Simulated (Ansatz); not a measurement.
**Mg2MnCu4Sn, from a guessed structure to a relaxed one**

Starting from a made-up structure for Mg2MnCu4Sn, the aim is the relaxed cell, its shortest contacts and, where a second run follows, its electronic structure.

Method: DFT, PBE, plane-wave PAW, files of the set soft_1, scalar-relativistic, ferromagnetic start, cell and ions relaxed at zero pressure; PAW set soft_1, in the first sound run; inputs show where later runs differ, in Ansatz 0.2.0.

### 1. The structure

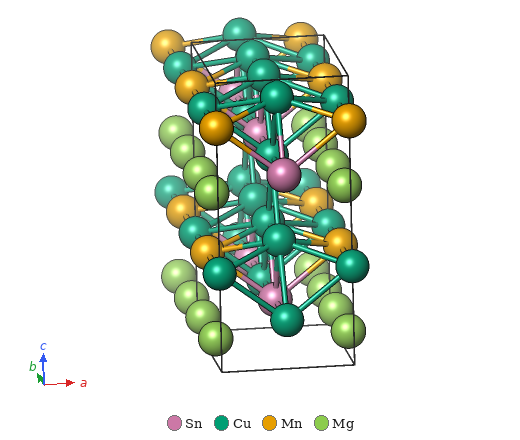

The starting structure, seen slightly off an axis (tin pink, copper teal, manganese orange, magnesium green). 1×2×1 cells are drawn. This picture shows the conventional cell, with its axes. Some periodic images of atoms are drawn too.

### 2. Relaxation of the guess

The guessed cell has no reason to be at equilibrium. It is relaxed with the atoms, within the space group of the guess.

Input file input.yaml:

```yaml
crystal:
  lattice:
    - [4.426, 0.0, 0.0]
    - [0.0, 2.8125, 4.923]
    - [0.0, -2.8125, 4.923]
  atoms:
    - { symbol: Sn, position: [0.5, 0.6689, 0.6689] }
    - { symbol: Cu, position: [0.5, 0.1677, 0.1677], spin: 0.6 }
    - { symbol: Cu, position: [0.5, 0.6789, 0.1319], spin: 0.6 }
    - { symbol: Cu, position: [0.5, 0.1319, 0.6789], spin: 0.6 }
    - { symbol: Cu, position: [0.0, 0.3412, 0.3412], spin: 0.6 }
    - { symbol: Mn, position: [0.0, 0.844, 0.844], spin: 4.0 }
    - { symbol: Mg, position: [0.0, 0.847, 0.3202] }
    - { symbol: Mg, position: [0.0, 0.3202, 0.847] }
magnetization:
  spin_polarized: true
kpoints:
  mp_grid: { grid: [6, 6, 6] }
scf:
  occupations: { method: fermi_dirac, width: 0.05 }
hamiltonian:
  xc: pbe
  pseudopotentials: { kind: paw, azcp: { folder: soft_1 } }
relax:
  f_tol: 0.015
  max_steps: 70
  cell: {}
output:
  forces: true
  stress: true
```

The run is started by

```
> ansatz run input.yaml --threads 4 --pin off --max-ram 10240MiB --backend cpu --events-out ev --progress --plain --runs-dir out
```

Numbers of over 12 decimals in the logs are rounded to 6 here.

The log of the run:

```text
Engine: ansatz 0.2.0, aarch64-unknown-linux-gnu
Pseudopotentials: kind: paw
Pseudopotential: Sn, paw, valence charge 14, recommended cutoff 420 eV (normal), soft_1/Sn.paw.azcp
Pseudopotential: Cu, paw, valence charge 19, recommended cutoff 420 eV (normal), soft_1/Cu.paw.azcp
Pseudopotential: Mn, paw, valence charge 15, recommended cutoff 420 eV (normal), soft_1/Mn.paw.azcp
Pseudopotential: Mg, paw, valence charge 10, recommended cutoff 420 eV (normal), soft_1/Mg.paw.azcp
Functional definition: PBE
  parameter kappa = 0.804
  parameter beta = 0.066725
  exchange = pbe_x(kappa = kappa, mu = beta*pi^2/3)
  correlation = pbe_c(beta = beta)
Crystal: 8 atoms, lattice volume = 122.564 Å³
Basis set: ecut = 420 eV, 2367 PW (Γ), exchange–correlation on 60×80×80 points (8 copies of the dense FFT grid, shifted against one another)
Bands: 79, of which v1, the nominal top of the filled ones, is band 63 counted from 1 (62 counted from 0)
Symmetry: 4 space group operations
Space group: Amm2 (ITA 38), of the structure as read, at distance tolerance 5.0e-5 Å
Magnetic group: BNS 38.187 (UNI 285), of the structure as read, at distance tolerance 5.0e-5 Å
k-points: 52 of 216 (time reversal used)
Non-local potential: Sn, projectors of the file, l = 0: 2, l = 1: 2, l = 2: 2, l = 3: 1
Non-local potential: Cu, projectors of the file, l = 0: 3, l = 1: 2, l = 2: 3, l = 3: 1
Non-local potential: Mn, projectors of the file, l = 0: 3, l = 1: 2, l = 2: 3, l = 3: 1
Non-local potential: Mg, projectors of the file, l = 0: 3, l = 1: 2, l = 2: 1
PAW form: soft (Blöchl's): semilocal exchange-correlation on the pseudo side does not see the compensation charge
PAW one-centre angular grid: Sn, 590 points (default); XC on 64 Gauss nodes
PAW one-centre angular grid: Cu, 590 points (default); XC on 64 Gauss nodes
PAW one-centre angular grid: Mn, 590 points (default); XC on 64 Gauss nodes
PAW one-centre angular grid: Mg, 110 points (default); XC on 64 Gauss nodes
Initial density: superposition of atomic densities (chi_scale 0.1, normalization cell, long waves kept (reshape's long-wave potential 0.00 eV rms))
Starting moments: Σ|m| = 6.4 μB on 5 of 8 sites
Initial wavefunctions: pseudopotential atomic-orbital guess
Functional: x = pbe(κ = 0.804, μ = 0.219515), c = pbe(β = 0.066725)
SCF iter   1: F=—  HF=-40279.524400 eV  |F-HF|=—  |Δ(HF+E_count)|=         —  Δρ=1.79e-1 (↑1.72e-1 ↓1.79e-1)  dr2=1.12e2  dr2_m=2.89e-1  M=4.104 μB ∫|m|=4.333 μB  β_m=0.30  ethr=3.10e-3  ⟨swp⟩=6.1  Hψ=30912  notcnv=0  defer=59
Mixer restart at iter 1: flushing history
preconditioner: auto → Kerker (q_TF=auto, 2.737 Å⁻¹)  [metal: Δε(μ)=0.002 eV  Ē_g=9.663 eV  σ=0.050 eV  W_gap=0.01  n_scr=44 (ndim 8)  ℏωp=27.9 eV  f_vac=0.000  D(μ)=6.80/eV (n_scr^D=70)]
spin=Collinear: Kerker preconditioning applied to the charge; magnetization (m = ρ↑ − ρ↓) channel mixes plain (no charge-response kernel on spin).
SCF iter   2: F=—  HF=-40273.386506 eV  |F-HF|=—  |Δ(HF+E_count)|=    6.14e0  Δρ=5.12e-2 (↑4.46e-2 ↓5.12e-2)  dr2=4.35e0  dr2_m=1.17e-1  M=3.990 μB ∫|m|=4.196 μB  β_m=0.27  ethr=3.10e-3  ⟨swp⟩=4.0  Hψ=21608  notcnv=0  defer=663
SCF iter   3: F=—  HF=-40270.608982 eV  |F-HF|=—  |Δ(HF+E_count)|=    2.78e0  Δρ=1.77e-2 (↑1.77e-2 ↓1.75e-2)  dr2=2.08e0  dr2_m=6.93e-2  M=3.892 μB ∫|m|=4.144 μB  β_m=0.38  ethr=3.10e-3  ⟨swp⟩=2.0  Hψ=16860  notcnv=0  defer=768
SCF iter   4: F=—  HF=-40270.289511 eV  |F-HF|=—  |Δ(HF+E_count)|=   3.19e-1  Δρ=1.37e-2 (↑1.15e-2 ↓1.37e-2)  dr2=1.17e0  dr2_m=2.66e-2  M=3.655 μB ∫|m|=4.042 μB  β_m=0.63  ethr=1.66e-3  ⟨swp⟩=2.0  Hψ=12774  notcnv=0  defer=737
SCF iter   5: F=—  HF=-40270.426180 eV  |F-HF|=—  |Δ(HF+E_count)|=   1.37e-1  Δρ=1.65e-2 (↑1.65e-2 ↓1.51e-2)  dr2=6.57e-1  dr2_m=3.55e-3  M=3.487 μB ∫|m|=4.031 μB  β_m=0.55  ethr=9.34e-4  ⟨swp⟩=2.0  Hψ=12046  notcnv=0  defer=737
SCF iter   6: F=—  HF=-40270.424804 eV  |F-HF|=—  |Δ(HF+E_count)|=   1.38e-3  Δρ=1.54e-2 (↑1.51e-2 ↓1.54e-2)  dr2=7.36e-1  dr2_m=6.12e-4  M=3.401 μB ∫|m|=4.035 μB  β_m=0.60  ethr=5.26e-4  ⟨swp⟩=2.1  Hψ=16699  notcnv=0  defer=736
SCF iter   7: F=—  HF=-40270.346414 eV  |F-HF|=—  |Δ(HF+E_count)|=         —  Δρ=4.99e-3 (↑4.19e-3 ↓4.99e-3)  dr2=7.28e-2  dr2_m=2.88e-3  M=3.489 μB ∫|m|=4.074 μB  β_m=0.60  ethr=5.26e-4  ⟨swp⟩=2.0  Hψ=9278  notcnv=0  defer=736
Mixer restart at iter 7: flushing history
SCF iter   8: F=—  HF=-40270.352350 eV  |F-HF|=—  |Δ(HF+E_count)|=   5.94e-3  Δρ=5.15e-3 (↑4.29e-3 ↓5.15e-3)  dr2=5.23e-2  dr2_m=7.94e-4  M=3.487 μB ∫|m|=4.086 μB  β_m=0.46  ethr=5.83e-5  ⟨swp⟩=2.0  Hψ=15960  notcnv=0  defer=732
SCF iter   9: F=—  HF=-40270.338923 eV  |F-HF|=—  |Δ(HF+E_count)|=   1.34e-2  Δρ=1.54e-3 (↑1.03e-3 ↓1.54e-3)  dr2=6.07e-3  dr2_m=9.42e-4  M=3.495 μB ∫|m|=4.092 μB  β_m=0.55  ethr=4.18e-5  ⟨swp⟩=2.0  Hψ=14522  notcnv=0  defer=732
SCF iter  10: F=—  HF=-40270.338506 eV  |F-HF|=—  |Δ(HF+E_count)|=   4.17e-4  Δρ=7.25e-4 (↑6.25e-4 ↓7.25e-4)  dr2=1.02e-3  dr2_m=9.96e-5  M=3.496 μB ∫|m|=4.102 μB  β_m=0.73  ethr=4.85e-6  ⟨swp⟩=2.0  Hψ=10831  notcnv=0  defer=732
SCF iter  11: F=—  HF=-40270.338930 eV  |F-HF|=—  |Δ(HF+E_count)|=   4.24e-4  Δρ=1.01e-3 (↑9.28e-4 ↓1.01e-3)  dr2=2.75e-3  dr2_m=6.17e-6  M=3.491 μB ∫|m|=4.101 μB  β_m=0.61  ethr=8.15e-7  ⟨swp⟩=2.0  Hψ=14636  notcnv=0  defer=732
SCF iter  12: F=—  HF=-40270.338605 eV  |F-HF|=—  |Δ(HF+E_count)|=   3.25e-4  Δρ=4.73e-4 (↑4.34e-4 ↓4.73e-4)  dr2=6.12e-4  dr2_m=3.15e-6  M=3.490 μB ∫|m|=4.101 μB  β_m=0.66  ethr=8.15e-7  ⟨swp⟩=2.0  Hψ=10605  notcnv=0  defer=732
SCF iter  13: F=—  HF=-40270.338507 eV  |F-HF|=—  |Δ(HF+E_count)|=   9.77e-5  Δρ=1.84e-4 (↑1.67e-4 ↓1.84e-4)  dr2=9.75e-5  dr2_m=2.30e-6  M=3.490 μB ∫|m|=4.101 μB  β_m=0.60  ethr=4.89e-7  ⟨swp⟩=2.0  Hψ=10019  notcnv=0  defer=732
SCF iter  14: F=—  HF=-40270.338498 eV  |F-HF|=—  |Δ(HF+E_count)|=   8.89e-6  Δρ=9.04e-5 (↑9.04e-5 ↓8.29e-5)  dr2=2.62e-5  dr2_m=5.11e-7  M=3.490 μB ∫|m|=4.102 μB  β_m=0.47  ethr=7.80e-8  ⟨swp⟩=2.0  Hψ=12914  notcnv=0  defer=732
SCF iter  15: F=—  HF=-40270.338494 eV  |F-HF|=—  |Δ(HF+E_count)|=   4.73e-6  Δρ=1.88e-5 (↑1.63e-5 ↓1.88e-5)  dr2=1.31e-6  dr2_m=1.09e-7  M=3.490 μB ∫|m|=4.102 μB  β_m=0.57  ethr=2.09e-8  ⟨swp⟩=2.0  Hψ=10565  notcnv=0  defer=732
SCF iter  16: F=—  HF=-40270.338493 eV  |F-HF|=—  |Δ(HF+E_count)|=   1.79e-7  Δρ=1.09e-5 (↑7.98e-6 ↓1.09e-5)  dr2=3.12e-7  dr2_m=3.05e-8  M=3.491 μB ∫|m|=4.102 μB  β_m=0.78  ethr=1.05e-9  ⟨swp⟩=2.1  Hψ=9916  notcnv=0  defer=732
[...]
relax step   6: F+E_penalty+E_count = -40270.59921740 eV  Δ(F+E_penalty+E_count) = -1.632e-4 eV  max|allowed force component| = 2.094e-3 eV/Å  Δτ_max = 0.0052 Å  P = -0.001 GPa  Ω = 124.694 Å³  energy of the carried Pulay correction = -1.034e-3 eV  (12 SCF iters, dr2 threshold 8.45e-8 eV, accepted)
Initial wavefunctions: pseudopotential atomic-orbital guess (no wavefunctions were taken with the density)
iter 1 solved again at ethr=9.50e-8 eV; its pass at ethr=3.10e-3 eV (dr2=1.19e-4 eV) is discarded
SCF iter   1: F=—  HF=-40270.596773 eV  |F-HF|=—  |Δ(HF+E_count)|=         —  Δρ=4.28e-4 (↑4.28e-4 ↓4.26e-4)  dr2=1.94e-5  dr2_m=2.14e-8  M=3.398 μB ∫|m|=4.054 μB  β_m=0.65  ethr=9.50e-8  ⟨swp⟩=3.8  Hψ=54194  notcnv=0
preconditioner: auto → Kerker (q_TF=auto, 2.439 Å⁻¹)  [metal: Δε(μ)=0.002 eV  Ē_g=10.672 eV  σ=0.050 eV  W_gap=0.01  n_scr=26 (ndim 8)  ℏωp=27.6 eV  f_vac=0.000  D(μ)=4.01/eV (n_scr^D=26)]
spin=Collinear: Kerker preconditioning applied to the charge; magnetization (m = ρ↑ − ρ↓) channel mixes plain (no charge-response kernel on spin).
SCF iter   2: F=—  HF=-40270.599815 eV  |F-HF|=—  |Δ(HF+E_count)|=   3.04e-3  Δρ=1.58e-4 (↑1.58e-4 ↓1.58e-4)  dr2=7.31e-6  dr2_m=4.51e-9  M=3.398 μB ∫|m|=4.053 μB  β_m=0.63  ethr=1.56e-8  ⟨swp⟩=2.2  Hψ=10930  notcnv=0
SCF iter   3: F=—  HF=-40270.600211 eV  |F-HF|=—  |Δ(HF+E_count)|=   3.95e-4  Δρ=7.21e-5 (↑7.10e-5 ↓7.21e-5)  dr2=7.29e-6  dr2_m=1.38e-8  M=3.398 μB ∫|m|=4.053 μB  β_m=0.50  ethr=5.84e-9  ⟨swp⟩=2.0  Hψ=14730  notcnv=0
SCF iter   4: F=—  HF=-40270.600258 eV  |F-HF|=—  |Δ(HF+E_count)|=   4.76e-5  Δρ=4.06e-6 (↑3.70e-6 ↓4.06e-6)  dr2=3.70e-8  dr2_m=4.42e-10  M=3.398 μB ∫|m|=4.053 μB  β_m=0.54  ethr=5.83e-9  ⟨swp⟩=2.0  Hψ=10794  notcnv=0
SCF iter   5: F=—  HF=-40270.600258 eV  |F-HF|=—  |Δ(HF+E_count)|=   1.24e-7  Δρ=3.08e-6 (↑2.44e-6 ↓3.08e-6)  dr2=1.76e-8  dr2_m=1.44e-9  M=3.398 μB ∫|m|=4.053 μB  β_m=0.65  ethr=2.96e-11  ⟨swp⟩=2.0  Hψ=11654  notcnv=0
SCF iter   6: F=—  HF=-40270.600258 eV  |F-HF|=—  |Δ(HF+E_count)|=   9.91e-9  Δρ=3.61e-6 (↑2.86e-6 ↓3.61e-6)  dr2=2.23e-8  dr2_m=1.35e-9  M=3.398 μB ∫|m|=4.053 μB  β_m=0.83  ethr=1.41e-11  ⟨swp⟩=2.0  Hψ=14405  notcnv=0
SCF iter   7: F=—  HF=-40270.600258 eV  |F-HF|=—  |Δ(HF+E_count)|=   5.29e-8  Δρ=1.82e-6 (↑1.00e-6 ↓1.82e-6)  dr2=8.93e-9  dr2_m=3.95e-10  M=3.398 μB ∫|m|=4.053 μB  β_m=0.69  ethr=1.41e-11  ⟨swp⟩=2.0  Hψ=13060  notcnv=0
SCF iter   8: F=—  HF=-40270.600258 eV  |F-HF|=—  |Δ(HF+E_count)|=   4.96e-9  Δρ=1.79e-6 (↑1.28e-6 ↓1.79e-6)  dr2=7.25e-9  dr2_m=1.05e-9  M=3.398 μB ∫|m|=4.053 μB  β_m=0.76  ethr=7.14e-12  ⟨swp⟩=2.0  Hψ=14066  notcnv=0
SCF iter   9: F=—  HF=-40270.600233 eV  |F-HF|=—  |Δ(HF+E_count)|=   2.57e-5  Δρ=1.58e-6 (↑1.17e-6 ↓1.58e-6)  dr2=7.03e-9  dr2_m=7.32e-10  M=3.398 μB ∫|m|=4.053 μB  β_m=0.88  ethr=5.80e-12  ⟨swp⟩=2.0  Hψ=14349  notcnv=0
SCF iter  10: F=—  HF=-40270.600233 eV  |F-HF|=—  |Δ(HF+E_count)|=   1.31e-9  Δρ=1.02e-6 (↑1.02e-6 ↓6.86e-7)  dr2=3.21e-9  dr2_m=8.61e-11  M=3.398 μB ∫|m|=4.053 μB  β_m=0.75  ethr=5.62e-12  ⟨swp⟩=2.0  Hψ=11079  notcnv=0
SCF iter  11: F=—  HF=-40270.600233 eV  |F-HF|=—  |Δ(HF+E_count)|=   1.32e-9  Δρ=5.99e-7 (↑5.61e-7 ↓5.99e-7)  dr2=8.78e-10  dr2_m=9.71e-12  M=3.398 μB ∫|m|=4.053 μB  β_m=0.65  ethr=2.57e-12  ⟨swp⟩=2.0  Hψ=14398  notcnv=0
SCF iter  12: F=—  HF=-40270.600233 eV  |F-HF|=—  |Δ(HF+E_count)|=  6.11e-10  Δρ=2.02e-7 (↑1.47e-7 ↓2.02e-7)  dr2=6.73e-11  dr2_m=6.47e-12  M=3.398 μB ∫|m|=4.053 μB  β_m=0.74  ethr=1.00e-12  ⟨swp⟩=2.0  Hψ=10654  notcnv=0
SCF iter  13: F=—  HF=-40270.600233 eV  |F-HF|=—  |Δ(HF+E_count)|=  1.46e-10  Δρ=1.28e-7 (↑9.42e-8 ↓1.28e-7)  dr2=3.61e-11  dr2_m=2.13e-12  M=3.398 μB ∫|m|=4.053 μB  β_m=0.69  ethr=1.00e-12  ⟨swp⟩=1.0  Hψ=8216  notcnv=0
SCF iter  14: F=-40270.600233 eV  HF=-40270.600233 eV  |F-HF|=7.28e-12  |Δ(HF+E_count)|=  5.82e-11  Δρ=9.11e-8 (↑7.05e-8 ↓9.11e-8)  dr2=2.00e-11  dr2_m=6.00e-13  M=3.398 μB ∫|m|=4.053 μB  ethr=1.00e-12  ⟨swp⟩=2.9  Hψ=24978  notcnv=0
SCF 7 converged in 14 iterations: F = -40270.600233 eV  dr2 = 2.00e-11
relax step   7: F+E_penalty+E_count = -40270.60023271 eV  Δ(F+E_penalty+E_count) = -1.015e-3 eV  max|allowed force component| = 2.071e-3 eV/Å  Δτ_max = 0.0000 Å  P = -0.006 GPa  Ω = 124.694 Å³  stress off target by 2.30e-2 GPa  SCF on the basis re-selected at this cell (its energy is not comparable with the rows above)  (14 SCF iters)
basis re-selected at this cell: Δ(F+E_penalty+E_count) = -1.015e-3 eV, ΔP = -0.005 GPa vs the last step (what re-selecting the basis moved, of the pressure what is left beyond the Pulay correction that the steps carried, after the strain that the cell walked since its last selection, with what the two solves' SCF thresholds leave and, on support functions, any second-order correction that the steps lacked; it is no m [...]
SCF converged after 14 iterations
Magnetization: 3.3979 μB (64.1990 up, 60.8010 down)
Absolute magnetization: 4.0687 μB (∫|ρ↑−ρ↓|, with the PAW one-centre terms)
Spin contamination: 0.4567 ħ² per cell (⟨S²⟩ above its minimum at these occupations)
Per-site moments (μB) at R_I (Å): [(-0.034394, 1.112737), (0.00570817, 1.085073), (0.012096, 1.085073), (0.012096, 1.085073), (0.010223, 1.100965), (3.391749, 1.112737), (-0.022606, 1.130916), (-0.022606, 1.130916)]
Free energy (F): -40270.600233 eV
Harris-Foulkes:  -40270.600233 eV  (|F-HF|=7.28e-12)
Internal energy: -40270.567737 eV  (E = F + TS)
E sigma→0 (E₀):  -40270.583985 eV
Entropy (-TS):   -0.032496 eV (-4.062 meV/atom)
Fermi energy:    12.472816 eV
--- Per-component energies (eV) ---
  E_band       = -2669.510455
  E_kinetic    = 1668.485980
  E_local      = -27277.211249  (includes V_loc(G=0)·N_el)
  E_nonlocal   = 4563.857224
  E_hartree    = 11376.391300
  E_xc         = -560.945704
  E_vxc        = -640.499860  (∫ρ·V_xc dr)
  E_paw        = -13565.589702  (= ΣΔE_a)
  E_vpaw       = -3736.929164  (= ΣTr[D̂ρ^β])
  E_aug_tail   = 0.004176  (compensation charges beyond the density's cutoff)
  E_ewald      = -16475.559762
  E_smearing   = -0.032496  (= −TS)
  E_closure    = 0.000000  (closes the sum)
  Σ components = -40270.600233   (vs F -40270.600233, Δ=0.00e0)
--- Forces (eV/Å), atoms counted from 1 ---
  atom   1  Sn     0.00000000     0.00000000     0.00134768
  atom   2  Cu    -0.00000000    -0.00000000    -0.00135373
  atom   3  Cu     0.00000000     0.00026739    -0.00079645
  atom   4  Cu    -0.00000000    -0.00026739    -0.00079645
  atom   5  Cu    -0.00000000    -0.00000000     0.00076583
  atom   6  Mn     0.00000000     0.00000000     0.00207118
  atom   7  Mg     0.00000000    -0.00134067    -0.00061867
  atom   8  Mg    -0.00000000     0.00134067    -0.00061867
  max |Σ_I F_I| component: 7.14e-7 eV/Å
--- Stress (GPa, compression-positive) ---
        0.004532      -0.000000      -0.000000
       -0.000000      -0.022969      -0.000000
       -0.000000      -0.000000      -0.000454
  P = ⅓ Tr σ = -0.0063 GPa (-0.063 kbar)
--- Relaxed structure (6 steps of the walk, 6 accepted, 1 SCFs on fresh bases) ---
  F+E_penalty+E_count = -40270.60023271 eV   max|allowed force component| = 2.071e-3 eV/Å   (the final SCF, on the basis selected at the relaxed cell)
  cell:  # Å, volume = 124.6936 Å³
    - [4.451315, 0, 1.9001194557569812e-18]
    - [2.1134857841598835e-18, 2.854055, 4.907533]
    - [2.1134857841598743e-18, -2.854055, 4.907533]
  atoms:
    - { symbol: Sn, position: [0.5, 0.677669, 0.677669] }
    - { symbol: Cu, position: [0.5, 0.182757, 0.182757] }
    - { symbol: Cu, position: [0.5, 0.650889, 0.172925] }
    - { symbol: Cu, position: [0.5, 0.172925, 0.650889] }
    - { symbol: Cu, position: [-3.0959513045897808e-18, 0.332843, 0.332843] }
    - { symbol: Mn, position: [-4.089383653755274e-18, 0.832962, 0.832962] }
    - { symbol: Mg, position: [-3.231392411239811e-18, 0.834727, 0.315028] }
    - { symbol: Mg, position: [-3.2313924112398117e-18, 0.315028, 0.834727] }
```

Wall time 5.8 min (4 threads of Arm Neoverse V1, shared host); peak memory 1 GiB.

Relaxation path:

| step | energy less that of the first step (eV) | largest force component (eV/Å) | pressure (GPa) | volume (Å³) |
| --- | --- | --- | --- | --- |
| 1 | 0.0000 | 0.7163 | 2.28 | 122.56 |
| 2 | -0.1722 | 0.4207 | 0.66 | 123.81 |
| 3 | -0.2475 | 0.2361 | 1.13 | 123.13 |
| 4 | -0.2593 | 0.0461 | -0.23 | 124.97 |
| 5 | -0.2606 | 0.0368 | -0.03 | 124.74 |
| 6 | -0.2607 | 0.0021 | 0.00 | 124.69 |
| 7* | -0.2617 | 0.0021 | -0.01 | 124.69 |

Relaxation steps marked * repeat the geometry before them on a plane-wave basis chosen anew for their cell, so energy and pressure can jump there.

The run keeps the 4 symmetry operations that it works with, so distortions that break them were not tested.

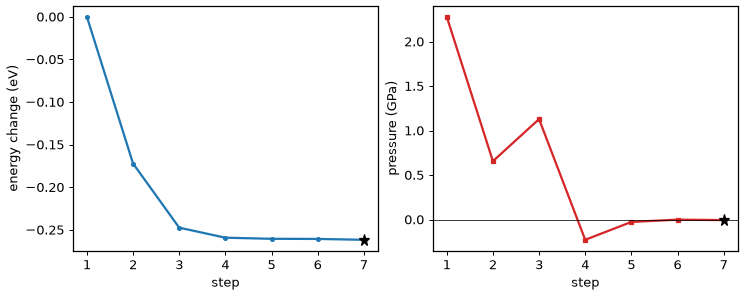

Energy and pressure along the relaxation. Stars mark steps on a basis chosen anew.

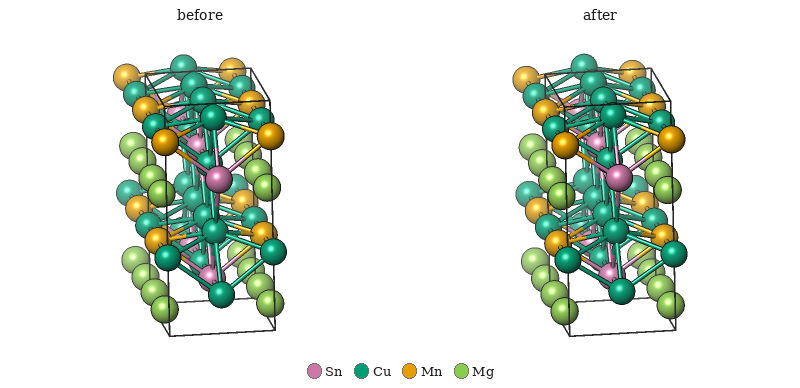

The structure before and after the relaxation, drawn at the same scale.

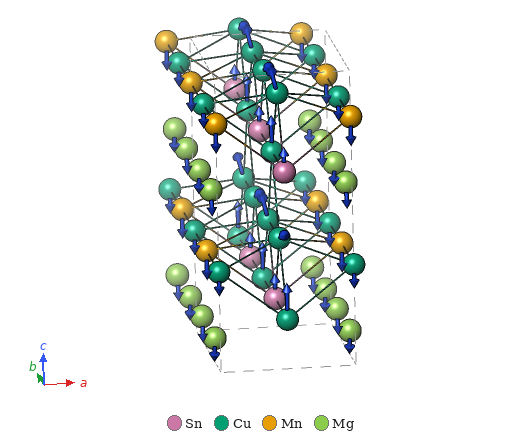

Displacements in the relaxation, exaggerated, measured against the changing cell; the longest in the cell stands for 0.21 Å. 1×2×1 conventional cells are drawn. Some periodic images of atoms are drawn too.

| conventional cell, symmetrised | before | after | change |
| --- | --- | --- | --- |
| a (Å) | 4.426 | 4.451 | +0.6 % |
| b (Å) | 5.625 | 5.708 | +1.5 % |
| c (Å) | 9.846 | 9.815 | -0.3 % |
| volume (Å³/atom) | 15.32 | 15.59 | +1.7 % |

The atoms that moved most (Å, as changes of fractional coordinates times the final cell):

| atom | dx | dy | dz | length |
| --- | --- | --- | --- | --- |
| Cu3 | 0.000 | -0.197 | 0.064 | 0.207 |
| Cu4 | 0.000 | 0.197 | 0.064 | 0.207 |
| Cu2 | 0.000 | 0.000 | 0.148 | 0.148 |
| Mn6 | 0.000 | 0.000 | -0.108 | 0.108 |
| Mg8 | 0.000 | 0.020 | -0.086 | 0.088 |
| Mg7 | 0.000 | -0.020 | -0.086 | 0.088 |
| Sn1 | 0.000 | 0.000 | 0.086 | 0.086 |
| Cu5 | 0.000 | 0.000 | -0.082 | 0.082 |

This step gave:

```
free energy             : -40270.6002 eV
energy at zero smearing : -40270.5840 eV
smearing term TS        : 0.03250 eV
Fermi energy            : 12.47 eV
magnetization           : 3.398 μB
absolute magnetization  : 4.069 μB
site moments            : -0.03439, 0.005708, 0.01210, 0.01210, 0.01022, 3.392, -0.02261, -0.02261 μB
electrons               : 125
symmetry operations     : 4
pressure                : -0.006297 GPa
```

Site moment by atom:

| atom | site moment (μB) |
| --- | --- |
| Sn1 | -0.03 |
| Cu2 | 0.01 |
| Cu3 | 0.01 |
| Cu4 | 0.01 |
| Cu5 | 0.01 |
| Mn6 | 3.39 |
| Mg7 | -0.02 |
| Mg8 | -0.02 |

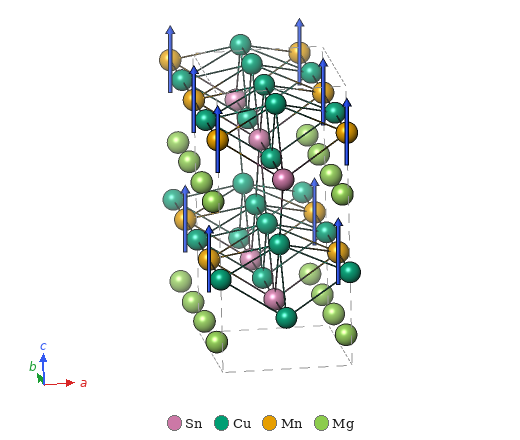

Site moment as arrows, the longest 3.39 μB. Up and down stand for the sign. Arrows give size and sign along the axis of quantisation, drawn up and down the page. 1×2×1 conventional cells are drawn. Some periodic images of atoms are drawn too.

(Part 1 of 2 ends here.)

[Logs are printed without paths, hosts, clocks, repeated set-up lines and the standing remarks that a program may print on its own settings, such as how far it seeks lower states.]

[Hosts, paths, dates, database ids (printed as entryN), source tags and the programs' standing remarks are cut or masked in the printed files.]
